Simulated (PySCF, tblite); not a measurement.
**C5H7F: dynamics, then NMR shifts and electronic excitations on frames**

How do NMR shifts and electronic excitations of C5H7F (`C=C/C=C(\C)F`) change as the atoms move?

Computed with tblite 0.8.0 and PySCF 2.14.0, with density-fitted response routines of our own, on a single molecule in the gas phase. Atoms are numbered from 0 throughout.

**1. The molecule as given**

13 atoms, charge 0, multiplicity 1; geometry from: GFN2-xTB.

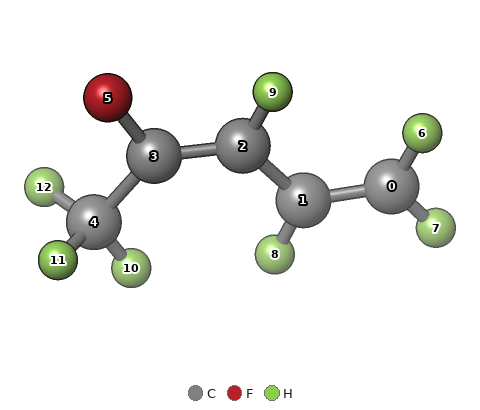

As it starts; carbon grey, fluorine red, hydrogen green, atoms numbered; sticks join atoms by distance.

**2. Dynamics with GFN2-xTB**

The job: settings as JSON, then the geometry in Å.

```
{"job": {"kind": "md", "xc": "GFN2-xTB", "basis": "xTB", "temperature": 400, "steps": 2000, "every": 50, "frames": 5}, "charge": 0, "multiplicity": 1}
C      2.214252    -0.181358    -1.145992
C      0.977043    -0.295346    -0.672892
C      0.418906     0.621137     0.291647
C     -0.810074     0.564300     0.803583
C     -1.918690    -0.396049     0.559523
F     -1.160090     1.520746     1.704770
H      2.869880     0.611914    -0.827307
H      2.614730    -0.873905    -1.865508
H      0.345953    -1.103655    -1.014984
H      1.065402     1.422588     0.622903
H     -1.632344    -1.151451    -0.162899
H     -2.195641    -0.879549     1.496672
H     -2.793715     0.141114     0.192758
```

Level: GFN2-xTB Langevin dynamics, gas phase.

On the command line:

```bash
$ OMP_NUM_THREADS=1 python probes_run.py task.json out
```

The driver reads the jobs from task.json and runs them one after another.

Standard output:

```text
t/fs     T/K      E/eV
    0.0   333.4   -515.77517
   25.0   213.5   -515.31799
   50.0   249.2   -515.22693
   75.0   308.7   -515.23592
  100.0   318.2   -515.20125
  125.0   376.0   -515.14738
  150.0   294.1   -515.04902
  175.0   417.5   -515.18905
  200.0   441.8   -515.13338
  225.0   472.7   -515.15088
  250.0   366.9   -514.94012
  275.0   475.1   -515.33581
  300.0   398.0   -515.31680
  325.0   287.1   -515.17336
  350.0   284.6   -515.29065
  375.0   417.2   -515.42171
  400.0   467.4   -515.42472
  425.0   382.7   -515.20141
  450.0   350.9   -515.14541
  475.0   383.1   -515.20000
  500.0   596.0   -515.28055
  525.0   412.4   -515.11888
  550.0   475.8   -515.23501
  575.0   375.7   -515.03835
  600.0   475.8   -515.18040
  625.0   399.0   -515.02856
  650.0   531.0   -515.32144
  675.0   298.6   -515.05984
  700.0   430.7   -515.37991
  725.0   386.6   -515.19523
  750.0   495.6   -515.34516
  775.0   268.4   -514.88591
  800.0   449.8   -515.06151
  825.0   417.3   -514.99069
  850.0   494.2   -515.22488
  875.0   389.7   -515.25629
  900.0   565.9   -515.42418
  925.0   444.1   -515.04034
  950.0   382.0   -514.88855
  975.0   367.2   -515.21151
 1000.0   342.5   -515.15285
```

Wall time 8.3 s (1 thread of AMD EPYC 7R13, shared host).

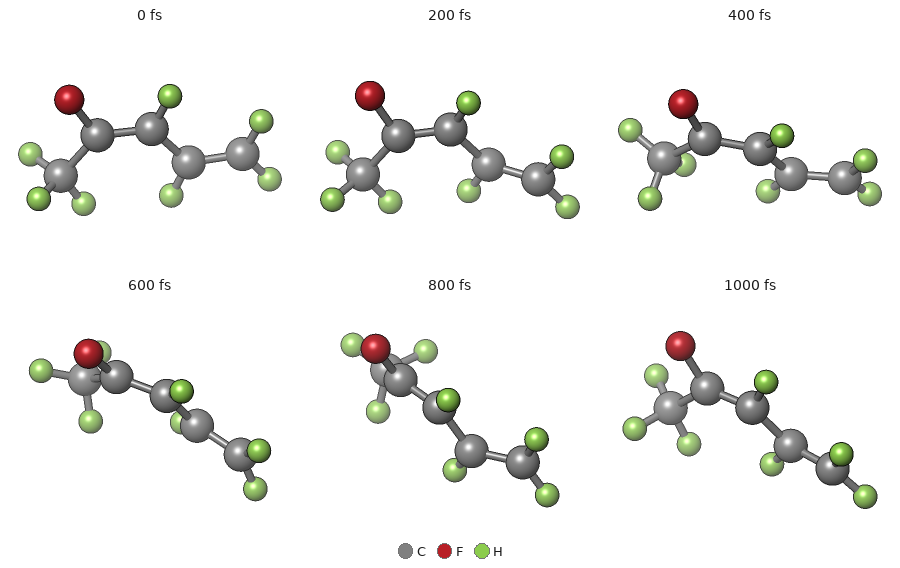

Frames of the run.

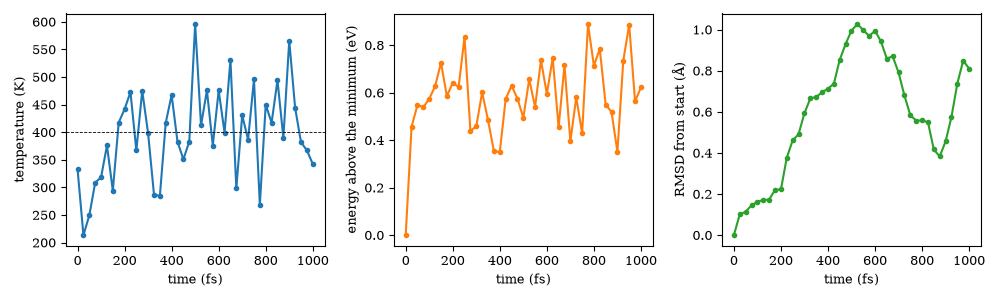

Temperature, potential energy and distance from the start.

Positions (Å) and forces (eV/Å) at 1000 fs:

```xyz
13

C     1.141   -1.757    0.503    0.923    0.484    0.436
C    -0.014   -1.170    0.178   -0.905   -0.957    1.308
C    -0.640   -0.143    1.024    1.433    0.527   -0.690
C    -1.839    0.366    0.830   -2.697    0.002   -0.522
C    -3.083   -0.114    0.080    1.431   -1.431   -0.057
F    -2.214    1.479    1.517    0.389    0.099    0.277
H     1.701   -1.365    1.372   -0.343   -0.017   -0.570
H     1.752   -2.512   -0.014   -1.039    0.389   -0.014
H    -0.760   -1.637   -0.472    0.736    0.269   -0.389
H    -0.017    0.508    1.652    0.069   -0.665   -0.099
H    -3.825   -0.537    0.710   -0.688    0.198    1.509
H    -3.589    0.661   -0.465    0.333    0.246   -0.492
H    -2.866   -1.047   -0.466    0.357    0.857   -0.699
```

**3. NMR shieldings: 250 fs, PBE0/pcSseg-1**

The job: settings as JSON, then the geometry in Å.

```
{"job": {"kind": "nmr", "xc": "PBE0", "basis": "pcSseg-1", "pop": false}, "charge": 0, "multiplicity": 1}
C      1.786700    -0.768900    -0.836800
C      0.512000    -0.330500    -0.590100
C      0.122500     0.482800     0.517700
C     -1.219100     0.612100     0.877400
C     -2.274300    -0.337000     0.492500
F     -1.598100     1.591000     1.822500
H      2.678000    -0.664000    -0.325700
H      1.952000    -1.488800    -1.661800
H     -0.206000    -0.475700    -1.420600
H      0.896400     0.987100     1.118600
H     -1.882300    -1.299500     0.419000
H     -2.932100    -0.491500     1.332400
H     -2.945100    -0.008800    -0.408700
```

With the program's defaults for keys left out, this is: GIAO PBE0/pcSseg-1 NMR shielding, non-relativistic, gas phase.

Standard output:

```text
coarse grid: 10856 points
cycle   1  E = -294.0354117848  dE =  5.487e-01  |g| = 5.661e-01  |ddm| = 3.144e+00
cycle   2  E = -293.9261736486  dE =  1.092e-01  |g| = 9.169e-01  |ddm| = 1.039e+00
cycle   3  E = -294.1002178159  dE = -1.740e-01  |g| = 1.407e-01  |ddm| = 7.241e-01
cycle   4  E = -294.1052290353  dE = -5.011e-03  |g| = 4.929e-02  |ddm| = 1.701e-01
cycle   5  E = -294.1057729498  dE = -5.439e-04  |g| = 1.896e-02  |ddm| = 4.953e-02
cycle   6  E = -294.1058462747  dE = -7.332e-05  |g| = 3.131e-03  |ddm| = 1.602e-02
cycle   7  E = -294.1058485551  dE = -2.280e-06  |g| = 8.399e-04  |ddm| = 3.088e-03
final grid: 105248 points
cycle   8  E = -294.1481928601  dE = -2.968e-05  |g| = 7.534e-03  |ddm| = 2.431e-02
cycle   9  E = -294.1481843708  dE =  8.489e-06  |g| = 1.039e-02  |ddm| = 1.348e-02
cycle  10  E = -294.1482061024  dE = -2.173e-05  |g| = 1.591e-03  |ddm| = 7.903e-03
cycle  11  E = -294.1482065607  dE = -4.583e-07  |g| = 2.905e-04  |ddm| = 1.270e-03
cycle  12  E = -294.1482065751  dE = -1.442e-08  |g| = 1.922e-04  |ddm| = 4.264e-04
cycle  13  E = -294.1482065845  dE = -9.440e-09  |g| = 2.836e-05  |ddm| = 1.792e-04
cycle  14  E = -294.1482065847  dE = -1.522e-10  |g| = 1.454e-05  |ddm| = 3.289e-05
converged SCF energy = -294.1482065847

GIAO shielding tensors (ppm)
atom      isotropic    diamagn.    paramagn.     s11        s22        s33       span
  0 C       57.215     251.195    -193.980    -45.392     49.101    167.935    213.327
  1 C       43.199     255.444    -212.245    -77.276     47.563    159.310    236.586
  2 C       58.543     256.169    -197.626    -36.233     74.236    137.626    173.859
  3 C       -2.464     253.277    -255.741    -99.338     36.636     55.312    154.651
  4 C      167.354     248.812     -81.458    153.822    158.019    190.221     36.400
  5 F      232.444     474.512    -242.068    127.581    272.044    297.708    170.127
  6 H       26.457      32.340      -5.883     23.441     26.643     29.285      5.844
  7 H       26.060      28.861      -2.802     23.653     24.917     29.609      5.956
  8 H       24.401      31.980      -7.579     21.398     23.112     28.694      7.296
  9 H       24.736      31.304      -6.568     22.470     23.381     28.357      5.888
 10 H       30.304      32.153      -1.850     26.267     30.124     34.520      8.253
 11 H       29.754      27.020       2.733     26.100     28.227     34.934      8.834
 12 H       27.516      25.788       1.728     24.031     24.826     33.692      9.661
```

Run time: 9.6 s. Hardware: 1 thread of AMD EPYC 7R13, shared host; peak memory 0.65 GiB.

Shifts follow as δ = σ(reference) − σ, with reference shieldings (ppm) from runs at the same level and on the same kind of geometry: ¹H TMS 31.72, ¹³C TMS 186.9, ¹⁹F CFCl3 170.9. The references are single molecules in the gas phase, so shifts against H2O, NH3, PH3, H3PO4 or CFCl3 are not on the usual liquid scales and can be off by tens of ppm. Each atom is listed at this fixed geometry, with no averaging over motion; a spectrum would average atoms that exchange fast.

```csv
atoms,environment,σ (ppm),δ (ppm)
C3,fully substituted alkene carbon,-2.5,189.4
C1,alkene CH,43.2,143.7
C0,terminal =CH2 carbon,57.2,129.7
C2,alkene CH,58.5,128.4
C4,allylic methyl carbon,167.4,19.6
H8,hydrogen on an alkene CH,24.40,7.32
H9,hydrogen on an alkene CH,24.74,6.98
H7,hydrogen on a terminal =CH2 carbon,26.06,5.66
H6,hydrogen on a terminal =CH2 carbon,26.46,5.26
H12,hydrogen on an allylic methyl carbon,27.52,4.20
H11,hydrogen on an allylic methyl carbon,29.75,1.96
H10,hydrogen on an allylic methyl carbon,30.30,1.41
F5,vinylic fluorine,232.4,-61.5
```

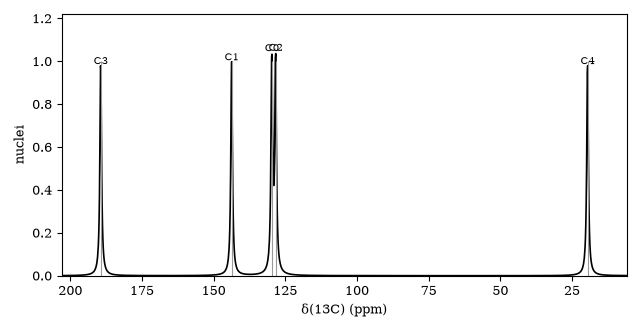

¹³C lines at the computed shifts, without couplings. Lines are broadened to a width of 0.68 ppm (Lorentzian).

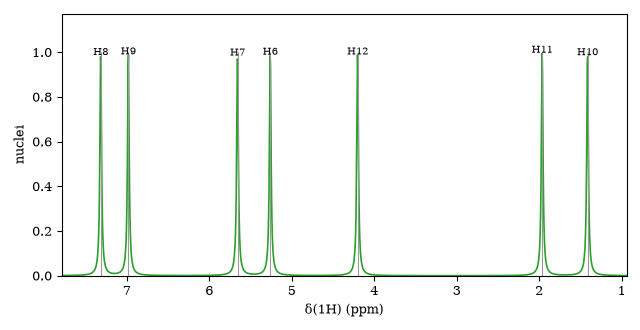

¹H lines at the computed shifts, without couplings. Lines are broadened to a width of 0.02 ppm (Lorentzian).

**4. Excited states and response: 250 fs, PBE0/def2-SVPD**

The job, as its differences from that of step 3:

```diff
@@ -1,2 +1,2 @@
-{"job": {"kind": "nmr", "xc": "PBE0", "basis": "pcSseg-1", "pop": false}, "charge": 0, "multiplicity": 1}
+{"job": {"kind": "uv", "xc": "PBE0", "basis": "def2-SVPD", "nstates": 5, "ntriplets": 0}, "charge": 0, "multiplicity": 1}
 C      1.786700    -0.768900    -0.836800
```

With the program's defaults for keys left out, this is: TDDFT PBE0/def2-SVPD, vertical, gas phase, core orbitals frozen in the response.

Standard output:

```text
coarse grid: 10856 points
cycle   1  E = -293.8730712618  dE =  4.954e-01  |g| = 5.316e-01  |ddm| = 5.511e+00
cycle   2  E = -293.7679608397  dE =  1.051e-01  |g| = 8.675e-01  |ddm| = 1.910e+00
cycle   3  E = -293.9335718579  dE = -1.656e-01  |g| = 1.330e-01  |ddm| = 1.269e+00
cycle   4  E = -293.9382178243  dE = -4.646e-03  |g| = 4.638e-02  |ddm| = 2.899e-01
cycle   5  E = -293.9387012364  dE = -4.834e-04  |g| = 1.853e-02  |ddm| = 7.972e-02
cycle   6  E = -293.9387734908  dE = -7.225e-05  |g| = 3.190e-03  |ddm| = 2.718e-02
cycle   7  E = -293.9387760258  dE = -2.535e-06  |g| = 7.312e-04  |ddm| = 6.170e-03
final grid: 105248 points
cycle   8  E = -293.9810526482  dE = -2.908e-05  |g| = 7.461e-03  |ddm| = 1.021e-01
cycle   9  E = -293.9810429144  dE =  9.734e-06  |g| = 1.047e-02  |ddm| = 2.739e-02
cycle  10  E = -293.9810658059  dE = -2.289e-05  |g| = 1.554e-03  |ddm| = 1.358e-02
cycle  11  E = -293.9810662926  dE = -4.867e-07  |g| = 2.628e-04  |ddm| = 2.205e-03
cycle  12  E = -293.9810663044  dE = -1.184e-08  |g| = 1.778e-04  |ddm| = 7.091e-04
cycle  13  E = -293.9810663128  dE = -8.391e-09  |g| = 2.876e-05  |ddm| = 3.131e-04
cycle  14  E = -293.9810663129  dE = -1.475e-10  |g| = 1.660e-05  |ddm| = 6.766e-05
converged SCF energy = -293.9810663129

Static polarisability (au): isotropic 72.282, principal 45.723 58.801 112.322

Singlet excitations
state   eV       nm        f      main configurations
  1   4.9591    250.0   0.55778   H->L 0.96
  2   5.9948    206.8   0.01164   H->L+1 0.94
  3   6.2264    199.1   0.00627   H->L+2 0.56, H-1->L 0.38
  4   6.6654    186.0   0.01987   H->L+3 0.81
  5   6.8344    181.4   0.01164   H->L+4 0.65, H-1->L 0.15, H->L+2 0.11
```

Run time: 16 s. Hardware: 1 thread of AMD EPYC 7R13, shared host; peak memory 0.74 GiB.

The orbitals next to the gap, with their largest atomic shares:

```csv
orbital,eV,atoms
HOMO−3,-10.50,"F5 34 %, C3 16 %, C2 14 %"
HOMO−2,-10.25,"C0 29 %, C1 20 %, H7 14 %"
HOMO−1,-8.92,"C1 32 %, C2 23 %, C0 18 %"
HOMO,-6.41,"C0 23 %, C3 22 %, C2 20 %"
LUMO,-1.31,"C0 24 %, C3 23 %, C1 16 %"
LUMO+1,0.70,"C4 23 %, C3 14 %, H12 11 %"
LUMO+2,1.11,"C1 22 %, C2 20 %, C0 13 %"
```

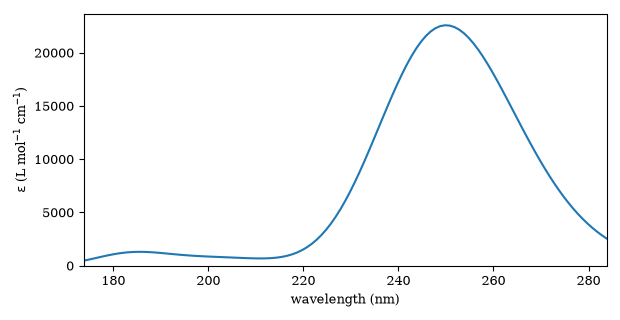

Absorption spectrum: each of the 5 states is a Gaussian band of 0.4 eV half-width at 1/e. Beyond the last state computed it falls off for lack of states.

Further results of this job:

```csv
property,computed
dipole moment (D),1.80
polarisability (Å³),10.71
HOMO–LUMO gap (eV),5.10
−ε(HOMO) (eV),6.41
```

**5. Nuclear shieldings: 425 fs, PBE0/pcSseg-1**

The job: settings as JSON, then the geometry in Å.

```
{"job": {"kind": "nmr", "xc": "PBE0", "basis": "pcSseg-1", "pop": false}, "charge": 0, "multiplicity": 1}
C      1.352300    -0.799300    -0.470200
C      0.137800    -0.896000    -0.013000
C     -0.280800     0.009900     1.122200
C     -1.523700     0.415800     1.380800
C     -2.813200     0.074400     0.752900
F     -1.597900     1.257300     2.444000
H      2.063100    -0.191500    -0.042900
H      1.672200    -1.432400    -1.294900
H     -0.580500    -1.603000    -0.337100
H      0.486200     0.667500     1.653300
H     -3.335700    -0.876200     1.124200
H     -3.445500     0.944300     0.727700
H     -2.596300    -0.040100    -0.356500
```

Level: GIAO PBE0/pcSseg-1 NMR shielding, non-relativistic, gas phase.

Standard output:

```text
coarse grid: 10856 points
cycle   1  E = -294.0538380011  dE =  6.705e-01  |g| = 5.360e-01  |ddm| = 3.155e+00
cycle   2  E = -294.0109030070  dE =  4.293e-02  |g| = 7.251e-01  |ddm| = 8.997e-01
cycle   3  E = -294.1119463807  dE = -1.010e-01  |g| = 1.051e-01  |ddm| = 5.589e-01
cycle   4  E = -294.1146278262  dE = -2.681e-03  |g| = 3.562e-02  |ddm| = 1.215e-01
cycle   5  E = -294.1149088401  dE = -2.810e-04  |g| = 1.212e-02  |ddm| = 3.360e-02
cycle   6  E = -294.1149361163  dE = -2.728e-05  |g| = 3.177e-03  |ddm| = 1.178e-02
cycle   7  E = -294.1149382399  dE = -2.124e-06  |g| = 7.622e-04  |ddm| = 3.026e-03
final grid: 105248 points
cycle   8  E = -294.1586200334  dE = -3.091e-05  |g| = 7.172e-03  |ddm| = 2.798e-02
cycle   9  E = -294.1586138857  dE =  6.148e-06  |g| = 9.354e-03  |ddm| = 1.332e-02
cycle  10  E = -294.1586323621  dE = -1.848e-05  |g| = 1.413e-03  |ddm| = 7.630e-03
cycle  11  E = -294.1586327221  dE = -3.600e-07  |g| = 2.094e-04  |ddm| = 1.173e-03
cycle  12  E = -294.1586327293  dE = -7.184e-09  |g| = 1.212e-04  |ddm| = 2.396e-04
cycle  13  E = -294.1586327327  dE = -3.437e-09  |g| = 1.997e-05  |ddm| = 1.045e-04
cycle  14  E = -294.1586327328  dE = -7.549e-11  |g| = 8.742e-06  |ddm| = 2.099e-05
converged SCF energy = -294.1586327328

GIAO shielding tensors (ppm)
atom      isotropic    diamagn.    paramagn.     s11        s22        s33       span
  0 C       67.194     254.306    -187.112    -41.207     76.986    165.802    207.009
  1 C       50.285     256.414    -206.128    -66.846     56.111    161.591    228.437
  2 C       58.984     258.372    -199.388    -32.700     90.823    118.829    151.529
  3 C       16.340     255.272    -238.932    -84.944     63.959     70.005    154.948
  4 C      168.688     253.964     -85.276    156.173    162.113    187.778     31.606
  5 F      253.158     475.155    -221.996    180.944    277.323    301.208    120.264
  6 H       27.027      33.636      -6.609     23.616     26.519     30.945      7.329
  7 H       26.432      29.899      -3.467     23.678     25.240     30.377      6.699
  8 H       25.415      33.707      -8.292     22.560     24.612     29.074      6.514
  9 H       24.460      31.184      -6.724     21.974     22.816     28.589      6.615
 10 H       27.901      26.093       1.808     24.228     25.236     34.239     10.010
 11 H       29.880      27.987       1.893     26.072     28.133     35.435      9.363
 12 H       28.402      31.740      -3.337     24.415     28.221     32.571      8.156
```

It took 9.9 s on 1 thread of AMD EPYC 7R13, shared host; peak memory 0.67 GiB.

In short: δ C3 170.6, C1 136.6, C2 127.9, C0 119.7, H9 7.26, H8 6.30 ppm.

**6. TDDFT and polarisability: 425 fs, PBE0/def2-SVPD**

The job, as its differences from that of step 5:

```diff
@@ -1,2 +1,2 @@
-{"job": {"kind": "nmr", "xc": "PBE0", "basis": "pcSseg-1", "pop": false}, "charge": 0, "multiplicity": 1}
+{"job": {"kind": "uv", "xc": "PBE0", "basis": "def2-SVPD", "nstates": 5, "ntriplets": 0}, "charge": 0, "multiplicity": 1}
 C      1.352300    -0.799300    -0.470200
```

Level: TDDFT PBE0/def2-SVPD, vertical, gas phase, core orbitals frozen in the response.

Standard output:

```text
coarse grid: 10856 points
cycle   1  E = -293.8900379489  dE =  6.187e-01  |g| = 5.002e-01  |ddm| = 5.457e+00
cycle   2  E = -293.8479893404  dE =  4.205e-02  |g| = 6.817e-01  |ddm| = 1.669e+00
cycle   3  E = -293.9439509890  dE = -9.596e-02  |g| = 1.005e-01  |ddm| = 9.207e-01
cycle   4  E = -293.9464575496  dE = -2.507e-03  |g| = 3.410e-02  |ddm| = 2.102e-01
cycle   5  E = -293.9467224758  dE = -2.649e-04  |g| = 1.172e-02  |ddm| = 5.706e-02
cycle   6  E = -293.9467483722  dE = -2.590e-05  |g| = 3.318e-03  |ddm| = 1.868e-02
cycle   7  E = -293.9467508306  dE = -2.458e-06  |g| = 6.830e-04  |ddm| = 5.790e-03
final grid: 105248 points
cycle   8  E = -293.9904308865  dE = -3.010e-05  |g| = 7.034e-03  |ddm| = 1.235e-01
cycle   9  E = -293.9904241102  dE =  6.776e-06  |g| = 9.306e-03  |ddm| = 2.578e-02
cycle  10  E = -293.9904428535  dE = -1.874e-05  |g| = 1.365e-03  |ddm| = 1.321e-02
cycle  11  E = -293.9904432242  dE = -3.707e-07  |g| = 1.857e-04  |ddm| = 1.883e-03
cycle  12  E = -293.9904432297  dE = -5.524e-09  |g| = 1.160e-04  |ddm| = 4.338e-04
cycle  13  E = -293.9904432330  dE = -3.266e-09  |g| = 2.156e-05  |ddm| = 2.065e-04
cycle  14  E = -293.9904432331  dE = -9.766e-11  |g| = 9.122e-06  |ddm| = 5.661e-05
converged SCF energy = -293.9904432331

Static polarisability (au): isotropic 66.840, principal 45.122 57.755 97.643

Singlet excitations
state   eV       nm        f      main configurations
  1   5.5851    222.0   0.49154   H->L 0.95
  2   6.2496    198.4   0.00234   H->L+1 0.98
  3   6.7844    182.7   0.04224   H->L+2 0.81, H-1->L 0.15
  4   6.8870    180.0   0.01767   H->L+3 0.84
  5   7.1530    173.3   0.01930   H->L+4 0.81, H-1->L 0.10
```

Wall time 14 s (1 thread of AMD EPYC 7R13, shared host); peak memory 0.73 GiB.

This run: HOMO -6.62 eV, LUMO -0.67 eV; lowest singlet 5.59 eV.

**7. NMR shieldings: 625 fs, PBE0/pcSseg-1**

The job: settings as JSON, then the geometry in Å.

```
{"job": {"kind": "nmr", "xc": "PBE0", "basis": "pcSseg-1", "pop": false}, "charge": 0, "multiplicity": 1}
C      1.180200    -1.706600     0.151300
C      0.241700    -0.861700    -0.003500
C     -0.222400     0.067600     1.073500
C     -1.479600     0.576700     1.166300
C     -2.528800     0.508600     0.127800
F     -1.826100     1.300000     2.283400
H      1.759500    -1.782100     1.076100
H      1.680600    -2.283000    -0.711000
H     -0.351400    -0.819000    -0.835500
H      0.412600     0.233500     1.971100
H     -3.507400     0.340000     0.685300
H     -2.666500     1.476300    -0.463000
H     -2.266200    -0.430900    -0.529400
```

Level: GIAO PBE0/pcSseg-1 NMR shielding, non-relativistic, gas phase.

Standard output:

```text
coarse grid: 10856 points
cycle   1  E = -294.0475851421  dE =  6.020e-01  |g| = 5.374e-01  |ddm| = 3.130e+00
cycle   2  E = -293.9913520433  dE =  5.623e-02  |g| = 7.639e-01  |ddm| = 9.195e-01
cycle   3  E = -294.1065393373  dE = -1.152e-01  |g| = 1.080e-01  |ddm| = 5.823e-01
cycle   4  E = -294.1093679488  dE = -2.829e-03  |g| = 3.937e-02  |ddm| = 1.266e-01
cycle   5  E = -294.1097081231  dE = -3.402e-04  |g| = 1.291e-02  |ddm| = 3.628e-02
cycle   6  E = -294.1097396648  dE = -3.154e-05  |g| = 3.359e-03  |ddm| = 1.261e-02
cycle   7  E = -294.1097420650  dE = -2.400e-06  |g| = 8.833e-04  |ddm| = 3.344e-03
final grid: 105248 points
cycle   8  E = -294.1531535803  dE = -2.607e-05  |g| = 6.944e-03  |ddm| = 2.474e-02
cycle   9  E = -294.1531449634  dE =  8.617e-06  |g| = 9.916e-03  |ddm| = 1.339e-02
cycle  10  E = -294.1531647631  dE = -1.980e-05  |g| = 1.204e-03  |ddm| = 7.821e-03
cycle  11  E = -294.1531650441  dE = -2.809e-07  |g| = 2.161e-04  |ddm| = 1.030e-03
cycle  12  E = -294.1531650520  dE = -7.897e-09  |g| = 1.099e-04  |ddm| = 2.180e-04
cycle  13  E = -294.1531650547  dE = -2.758e-09  |g| = 2.403e-05  |ddm| = 9.840e-05
cycle  14  E = -294.1531650549  dE = -1.203e-10  |g| = 1.013e-05  |ddm| = 2.654e-05
converged SCF energy = -294.1531650549

GIAO shielding tensors (ppm)
atom      isotropic    diamagn.    paramagn.     s11        s22        s33       span
  0 C       69.204     253.920    -184.716    -25.894     75.201    158.304    184.198
  1 C       58.190     256.120    -197.930    -49.020     60.368    163.221    212.241
  2 C       61.856     255.884    -194.028    -27.539     82.435    130.672    158.211
  3 C        6.207     255.719    -249.512    -96.425     51.762     63.284    159.709
  4 C      159.262     249.752     -90.490    147.681    156.124    173.980     26.299
  5 F      249.706     474.751    -225.044    158.188    285.414    305.517    147.329
  6 H       26.311      30.393      -4.082     24.705     24.768     29.461      4.756
  7 H       25.349      27.688      -2.339     23.650     23.950     28.448      4.797
  8 H       26.290      35.761      -9.471     23.463     24.673     30.734      7.271
  9 H       25.237      31.241      -6.004     22.900     23.921     28.890      5.990
 10 H       28.321      25.242       3.079     24.807     26.725     33.431      8.624
 11 H       27.863      27.361       0.502     24.613     25.334     33.641      9.028
 12 H       26.869      28.482      -1.614     22.231     27.693     30.681      8.450
```

Run time: 9.9 s. Hardware: 1 thread of AMD EPYC 7R13, shared host; peak memory 0.67 GiB.

In short: δ C3 180.7, C1 128.7, C2 125.1, C0 117.7, H9 6.48, H7 6.37 ppm.

[end of part 1 of 2]
